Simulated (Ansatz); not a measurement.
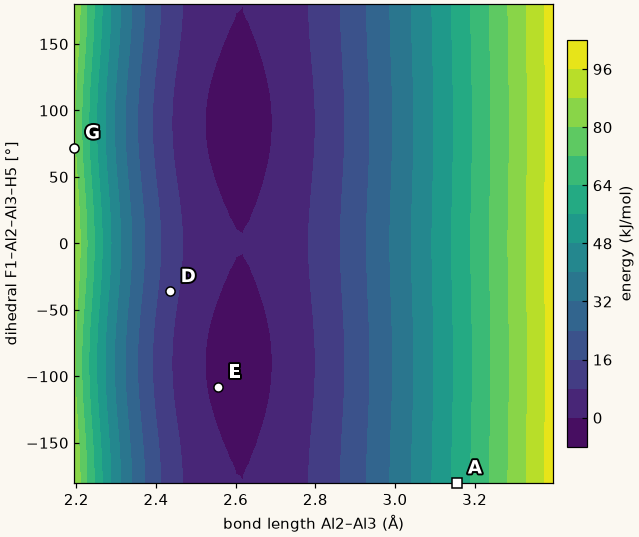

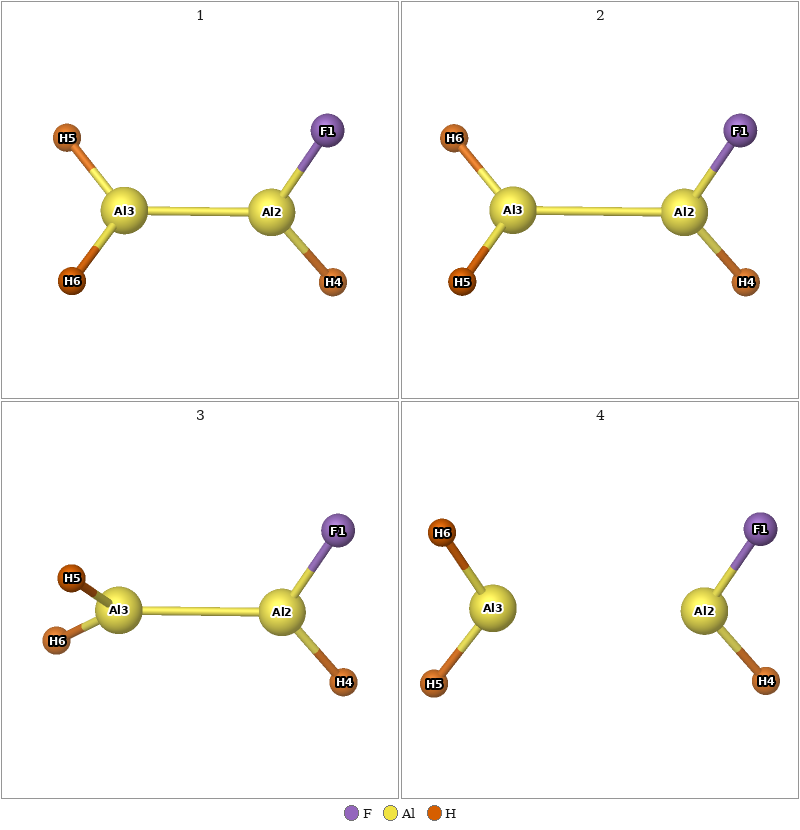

Al2FH3, SMILES [F][AlH][AlH2]. Coordinates scanned: (1) bond length Al2–Al3; (2) dihedral F1–Al2–Al3–H5. Nothing is relaxed (all other coordinates rigid). The scan uses an 11 × 10 grid; 66 points were computed and 44 follow by symmetry. Points are written as (first, second). Energies are in kJ/mol, from the relaxed molecule at the same level. Level of theory: RHF-MP2, frozen core/def2-TZVP (Ansatz 0.2.0).

The picture shows filled contours, lettered points. Between grid points the surface is interpolated. The numbered pictures are the structures at these points, in random order.

**Which structure belongs to which point?**

A is structure 4: (3.156 Å, −180°), 58 kJ/mol; D is structure 3: (2.435 Å, −36°), 11 kJ/mol; E is structure 2: (2.555 Å, −108°), −1.3 kJ/mol; G is structure 1: (2.195 Å, 72°), 81 kJ/mol.
